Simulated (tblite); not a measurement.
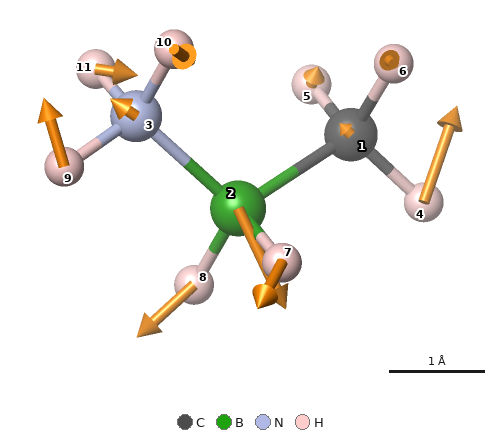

A relaxation of CH8BN. The starting structure is drawn; orange arrows show the displacements, magnified 10 times. The two geometries are superimposed by the best rigid fit.

Style: ball-and-stick. Shown at a tilt.

The calculation used tblite, GFN2-xTB geometry optimisation, gas phase. 

**What did the optimiser do to the structure, and how much energy did it gain?**

Over 26 geometry steps the energy falls by 27.2 kJ/mol. The atom that moves furthest after the best rigid fit is B2 (0.12 Å). Largest moves by element: B 0.12 Å, H 0.11 Å, N 0.03 Å, C 0.02 Å. Some distances before and after: B2–N3 1.524 → 1.662 Å, N3–H10 1.046 → 1.014 Å, C1–H5 1.107 → 1.092 Å, C1–B2 1.607 → 1.621 Å. Bond angles that change, for instance: C1–B2–N3 111.1° → 104.6°, N3–B2–H8 110.6° → 105.1°, C1–B2–H7 108.4° → 113.8°. The run took 0.19 s on 1 thread of Intel(R) Xeon(R) Processor @ 2.50GHz, with other jobs on the host.
